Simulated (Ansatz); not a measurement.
C2H6AlCl···H2

```xyz
12

Al    0.0122    0.7717   -0.4622
H     0.0150   -0.1427    2.1411
C     1.7625    0.0305   -0.9828
H     1.7444   -1.0759   -1.0716
H     2.0481    0.4265   -1.9823
H     2.5778    0.3114   -0.2872
C    -1.7507    0.0615   -0.9783
H    -1.9125   -0.9603   -0.5730
H    -2.5904    0.6999   -0.6378
H    -1.8221   -0.0272   -2.0842
Cl    0.0486    2.7182    0.5823
H     0.0267    0.5668    2.0025
```

Not at a stationary point (largest force 1.9 eV/Å).

All numbers below come from RKS revPBE/def2-SVP in Ansatz.

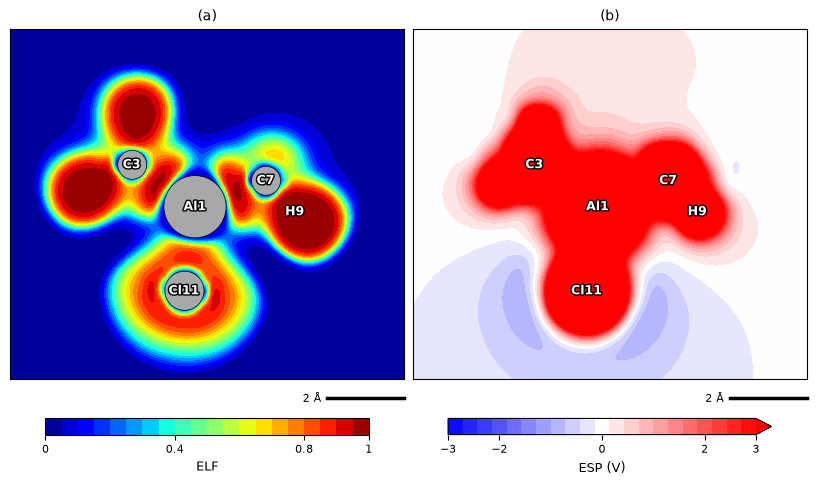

Figure 1. (a) electron localisation function; (b) molecular electrostatic potential on the plane of atoms Al1, C7 and H9. Grey discs cover the atomic cores in the ELF map.

> Describe what can be read from this map.

The section cuts through Al, C, H and Cl sites. C–Al (1.97 Å): the ELF peaks at about 0.95 between the atoms (a shared but strongly polarised pair). Al–Cl (2.21 Å): the ELF peaks at about 0.90 in the valence shell of Cl, 0.9 Å from its nucleus, and is about 0.80 at the midpoint. C–H (1.11 Å): the ELF climbs to about 1 towards the hydrogen, as it does in any bond to H (a covalent bond by its length). The ELF also peaks beside Cl11, away from the bonds: lone-pair regions. Outside the dense part of the complex the potential is most negative (−0.9 V) near Cl11.

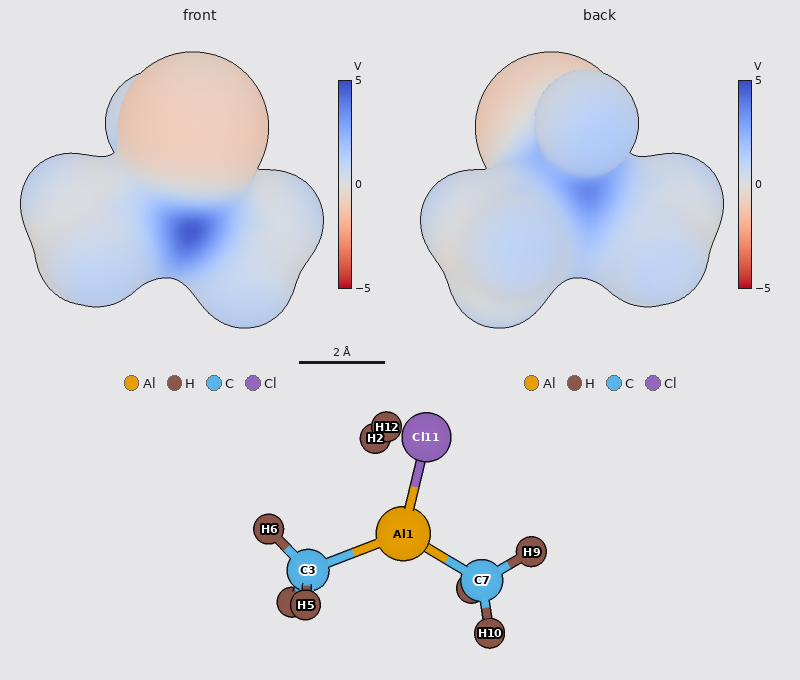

Figure 2. The molecular electrostatic potential painted on the density surface at 0.004 e/bohr³, seen from the front and from behind; the colour scale runs from red (negative) to blue (positive). The bare structure is drawn below in the same view.

> Where is the surface potential most negative and most positive?

The most negative region (about −0.9 V) lies over Cl11, the most positive (about +4.0 V) over Al1.

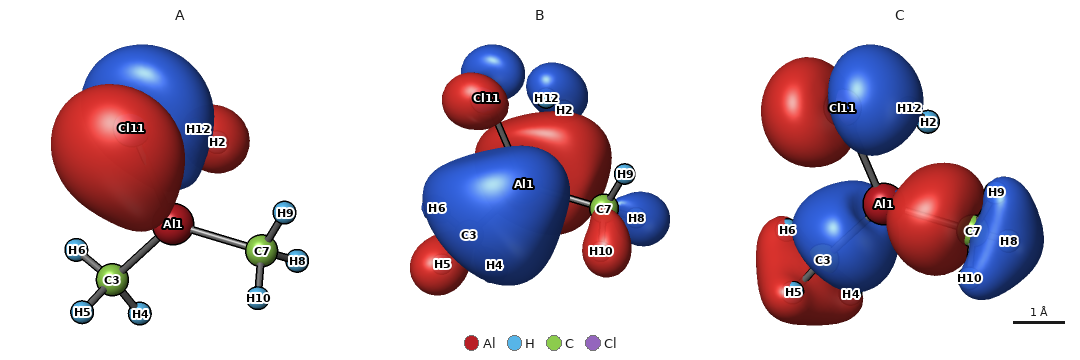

Figure 3. Three frontier orbitals at ±0.08 Å⁻³ᐟ² (red and blue are the two phases), in no order.

> Order the three orbitals by energy and name them.

A is the HOMO−1 (−7.15 eV). Its weight (Hirshfeld) is mainly on Cl11 (about 85 %); largely a lone pair of Cl11. C is the HOMO (−6.49 eV). Its weight (Hirshfeld) is mainly on Cl11 (about 35 %), C3 (about 20 %), C7 (about 20 %) and Al1 (about 15 %). B is the LUMO (−1.02 eV). It lies mainly on Al1 (about 60 %), Cl11 (about 10 %), C7 (about 5 %) and C3 (about 5 %).

> What is the HOMO–LUMO gap?

5.47 eV between the orbital energies.
